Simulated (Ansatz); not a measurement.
# doublet CH6OSeSi+ at 6 levels

Wanted: a comparison of 6 runs (UHF/STO-3G, U-r2SCAN/6-31G*, UB3LYP/6-31G*, UPBE0/6-31G*, UMP2/6-31G*) of doublet CH6OSeSi+. 

The results are computed with Ansatz 0.2.0.

80 further runs of the same task are left out: 80 set aside as unsound or not needed.

**1. The system as given**

CH6OSeSi+ has 10 atoms, charge +1, and is taken as a doublet. As SMILES of the parent species, `CO[SiH2][SeH]`. The shape is that of a PBE0-D4/def2-TZVP optimisation. This is one conformer, not always the lowest. That shape belongs to the parent species and isn't relaxed for this state.

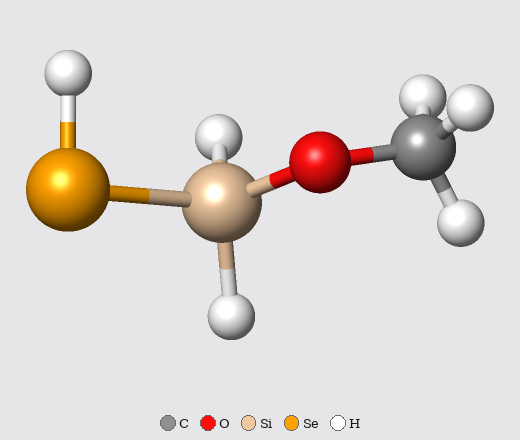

The structure, seen from a chosen angle (carbon grey, oxygen red, silicon light orange, selenium orange, hydrogen white).

**2. The energy at UHF/STO-3G (run 1)**

File molecule.yaml:

```yaml
basis:
  gaussian: {orbitals: STO-3G}
crystal:
  periodic: [false, false, false]
  atoms:
    - symbol: C
      position_ang: [0.459500, 1.568200, 0.455800]
    - symbol: O
      position_ang: [0.708400, 0.213600, 0.148800]
    - symbol: Si
      position_ang: [-0.400300, -0.737700, -0.594100]
    - symbol: Se
      position_ang: [0.296800, -2.888700, -0.578100]
    - symbol: H
      position_ang: [0.431100, 2.182900, -0.450600]
    - symbol: H
      position_ang: [-0.487800, 1.693400, 0.993300]
    - symbol: H
      position_ang: [1.269800, 1.926000, 1.092500]
    - symbol: H
      position_ang: [-1.706900, -0.591200, 0.101000]
    - symbol: H
      position_ang: [-0.551900, -0.390800, -2.031500]
    - symbol: H
      position_ang: [0.064400, -3.026800, 0.865800]
total_charge: 1
magnetization: {spin_polarized: true, initial_magnetization: 1}
hamiltonian: {xc: hf}
accuracy: high
output: {orbitals: {seedname: orbitals}}
```

Run with:

```console
ansatz run molecule.yaml --threads 1 --pin off --max-ram 2610MiB --events-out events.jsonl --progress --plain --runs-dir runs
```

Standard output:

```text
Warning: RAYON_NUM_THREADS=1 ignored (pool sized by the plan → 1); use --threads N
Functional definition: HF
  name "HF"
  exchange = exact_x
  correlation = 0
755 factors; integrals over basis functions are off by at most 1.7e-8 eV
mean field evaluation 1: about -75473.3552 eV, gradient 1.9e1 eV
mean field evaluation 2: about -75473.4952 eV, gradient 1.9e1 eV
mean field evaluation 4: about -75476.3002 eV, gradient 1.2e0 eV
mean field evaluation 8: about -75476.3257 eV, gradient 2.4e-2 eV
mean field evaluation 16: about -75476.1420 eV, gradient 3.5e0 eV
mean field evaluation 32: about -75476.3338 eV, gradient 2.3e0 eV
mean field evaluation 64: about -75474.2389 eV, gradient 2.6e0 eV
mean field -75476.40604085 eV, -2773.7067622559 hartree, gradient 2.6e-8 eV, S^2 0.758398; 3 other end points of the search recorded, 0 dependent functions left out
reference -75476.40604085 eV, -2773.7067622559 hartree; 34, 33 occupied and 9, 10 virtual orbitals, 755 factors
Total energy: -75476.40604085 eV, -2773.7067622559 hartree
```

It took 1.9 s on 1 thread of Arm Neoverse V2, shared host; peak memory 0.13 GiB.

**3. The energy at U-r2SCAN/6-31G(d) (spherical functions) (run 2)**

File in.yaml:

```yaml
crystal:
  periodic: [false, false, false]
  atoms:
    - {symbol: C, position_ang: [0.459500, 1.568200, 0.455800]}
    - {symbol: O, position_ang: [0.708400, 0.213600, 0.148800]}
    - {symbol: Si, position_ang: [-0.400300, -0.737700, -0.594100]}
    - {symbol: Se, position_ang: [0.296800, -2.888700, -0.578100]}
    - {symbol: H, position_ang: [0.431100, 2.182900, -0.450600]}
    - {symbol: H, position_ang: [-0.487800, 1.693400, 0.993300]}
    - {symbol: H, position_ang: [1.269800, 1.926000, 1.092500]}
    - {symbol: H, position_ang: [-1.706900, -0.591200, 0.101000]}
    - {symbol: H, position_ang: [-0.551900, -0.390800, -2.031500]}
    - {symbol: H, position_ang: [0.064400, -3.026800, 0.865800]}
basis:
  gaussian: {orbitals: 6-31G_st_-spherical.json}
total_charge: 1
magnetization: {spin_polarized: true, initial_magnetization: 1}
hamiltonian: {xc: r2scan}
accuracy: high
output: {orbitals: {seedname: orbitals}}
```

The basis set 6-31G* is read from a file made from the Basis Set Exchange's data (not shown).

Run with:

```console
ansatz run in.yaml --threads 1 --pin off --max-ram 2610MiB --events-out events.jsonl --progress --plain --runs-dir runs
```

Standard output:

```text
Warning: RAYON_NUM_THREADS=1 ignored (pool sized by the plan → 1); use --threads N
Functional definition: r2SCAN
  name "r2SCAN"
  parameter k0 = 0.174
  parameter k1 = 0.065
  parameter a1 = 4.9479
  exchange = r2scan_x(k0 = k0, k1 = k1, a1 = a1)
  correlation = r2scan_c
1991 factors; integrals over basis functions are off by at most 1.1e-8 eV
mean field evaluation 1: about -76376.8725 eV, gradient 5.3e1 eV
mean field evaluation 2: about -76184.5180 eV, gradient 1.5e2 eV
mean field evaluation 4: about -76384.3251 eV, gradient 2.8e1 eV
mean field evaluation 8: about -76389.0203 eV, gradient 7.1e0 eV
mean field evaluation 16: about -76389.3810 eV, gradient 7.4e-2 eV
mean field evaluation 32: about -76389.3810 eV, gradient 1.7e-6 eV
mean field -76389.38100208 eV, -2807.2579732443 hartree, gradient 6.3e-8 eV, S^2 0.753890; 4 other end points of the search recorded, 0 dependent functions left out
reference -76389.38100435 eV, -2807.2579733276 hartree; 34, 33 occupied and 56, 57 virtual orbitals, 1991 factors
Total energy: -76389.38100435 eV, -2807.2579733276 hartree
```

Wall time 69 s (1 thread of Arm Neoverse V2, shared host); peak memory 0.47 GiB.

Runs 3 to 4 aren't shown in full; the table further down has their settings and results.

**4. The energy at UB3LYP/6-31G(d) (Cartesian functions) (run 5)**

in.yaml: that of step 3 with these lines changed.

```diff
@@ -14,6 +14,10 @@
 basis:
-  gaussian: {orbitals: 6-31G_st_-spherical.json}
+  gaussian:
+    orbitals: "6-31G*"
+hamiltonian:
+  xc: {name: B3LYP}
 total_charge: 1
-magnetization: {spin_polarized: true, initial_magnetization: 1}
-hamiltonian: {xc: r2scan}
+magnetization:
+  spin_polarized: true
+  initial_magnetization: 1
 accuracy: high
```

Run with:

```console
ansatz run in.yaml --threads 1 --pin off --max-ram 2610MiB --events-out events.jsonl --progress --plain --runs-dir runs
```

Standard output:

```text
Warning: RAYON_NUM_THREADS=1 ignored (pool sized by the plan → 1); use --threads N
Functional definition: B3LYP
  name "B3LYP"
  parameter a0 = 0.2
  parameter ax = 0.72
  parameter ac = 0.81
  exchange = (1 - a0 - ax)*slater_x + ax*b88_x + a0*exact_x
  correlation = (1 - ac)*vwn_rpa_c + ac*lyp_c
2022 factors; integrals over basis functions are off by at most 1.1e-8 eV
mean field evaluation 1: about -76382.0646 eV, gradient 5.4e1 eV
mean field evaluation 2: about -76209.0857 eV, gradient 1.5e2 eV
mean field evaluation 4: about -76393.4137 eV, gradient 1.2e1 eV
mean field evaluation 8: about -76394.0236 eV, gradient 9.4e-1 eV
mean field evaluation 16: about -76394.1835 eV, gradient 4.0e-3 eV
mean field evaluation 32: about -76394.1835 eV, gradient 8.6e-8 eV
mean field evaluation 64: about -76394.1039 eV, gradient 3.3e-3 eV
mean field -76394.18353740 eV, -2807.4344631621 hartree, gradient 8.6e-8 eV, S^2 0.753468; 6 other end points of the search recorded, 0 dependent functions left out
reference -76394.18357723 eV, -2807.4344646257 hartree; 34, 33 occupied and 62, 63 virtual orbitals, 2022 factors
Total energy: -76394.18357723 eV, -2807.4344646257 hartree
```

Wall time 46 s (1 thread of Arm Neoverse V2, shared host); peak memory 0.55 GiB.

**5. The energy at UMP2/6-31G(d) (spherical functions) (run 6)**

File run.yaml:

```yaml
crystal:
  periodic: [false, false, false]
  atoms:
    - {symbol: C, position_ang: [0.459500, 1.568200, 0.455800]}
    - {symbol: O, position_ang: [0.708400, 0.213600, 0.148800]}
    - {symbol: Si, position_ang: [-0.400300, -0.737700, -0.594100]}
    - {symbol: Se, position_ang: [0.296800, -2.888700, -0.578100]}
    - {symbol: H, position_ang: [0.431100, 2.182900, -0.450600]}
    - {symbol: H, position_ang: [-0.487800, 1.693400, 0.993300]}
    - {symbol: H, position_ang: [1.269800, 1.926000, 1.092500]}
    - {symbol: H, position_ang: [-1.706900, -0.591200, 0.101000]}
    - {symbol: H, position_ang: [-0.551900, -0.390800, -2.031500]}
    - {symbol: H, position_ang: [0.064400, -3.026800, 0.865800]}
basis:
  gaussian: {orbitals: 6-31G_st_-spherical.json}
total_charge: 1
magnetization: {spin_polarized: true, initial_magnetization: 1}
correlation: {method: mp2, frozen_orbitals: {C: 1, H: 0, O: 1, Se: 9, Si: 5}}
accuracy: high
```

The basis set 6-31G* is read from a file made from the Basis Set Exchange's data (not shown).

Run with:

```console
ansatz run run.yaml --threads 1 --pin off --max-ram 2610MiB --events-out events.jsonl --progress --plain --runs-dir runs
```

Standard output:

```text
Warning: RAYON_NUM_THREADS=1 ignored (pool sized by the plan → 1); use --threads N
[... 4 set-up lines as earlier in the session ...]
1991 factors; integrals over basis functions are off by at most 1.1e-8 eV
mean field evaluation 1: about -76306.3187 eV, gradient 3.5e1 eV
mean field evaluation 2: about -76306.4275 eV, gradient 3.5e1 eV
mean field evaluation 4: about -76311.9735 eV, gradient 2.8e0 eV
mean field evaluation 8: about -76312.0600 eV, gradient 3.5e-1 eV
mean field evaluation 16: about -76312.0662 eV, gradient 2.0e-7 eV
mean field -76312.06621480 eV, -2804.4167072175 hartree, gradient 2.0e-8 eV, S^2 0.760517; 1 other end points of the search recorded, 0 dependent functions left out
16 core orbitals not correlated: weight in the atoms' cores, before any rotation towards them, 1.000 or more for the frozen orbitals, at most 0.000 for the correlated occupied ones
reference -76312.06621480 eV, -2804.4167072175 hartree; 18, 17 occupied and 56, 57 virtual orbitals, 1991 factors
second order -16.62137707 eV of doubles, -0.00000000 eV of singles
Total energy: -76328.68759186 eV, -2805.0275315583 hartree
```

It took 8.1 s on 1 thread of Arm Neoverse V2, shared host; peak memory 0.39 GiB.

**6. All runs side by side**

```tsv
run	level	Cartesian functions	frozen core orbitals	energy (Eh)	HOMO energy (eV)	LUMO energy (eV)	⟨S²⟩	wall time
1	UHF/STO-3G	no	–	-2773.706762	-12.15	-3.33	0.758	1.9 s
2	U-r2SCAN/6-31G* (spherical functions)	no	–	-2807.257973	-12.12	-11.97	0.754	69 s
3	UB3LYP/6-31G* (spherical functions)	no	–	-2807.423494	-12.67	-11.65	0.753	41 s
4	UPBE0/6-31G* (spherical functions)	no	–	-2806.827049	-12.77	-11.48	0.754	36 s
5	UB3LYP/6-31G* (Cartesian functions)	yes	–	-2807.434465	-12.67	-11.65	0.753	46 s
6	UMP2/6-31G* (spherical functions)	no	16	-2805.027532	–	–	0.761	8.1 s
```

**7. Outcome**

| quantity | value |
| --- | --- |
| run 6: total energy | -2805.02753 Eh |
| run 6: correlation energy (16 core orbitals frozen) | -610.8 mEh |
| run 6: ⟨S²⟩ of the reference determinant | 0.761 |

Totals of different functionals can't be ranked against each other. In run 1 the basis is minimal, so the values are rough. All runs together took 3.4 min, the longest 69 s.
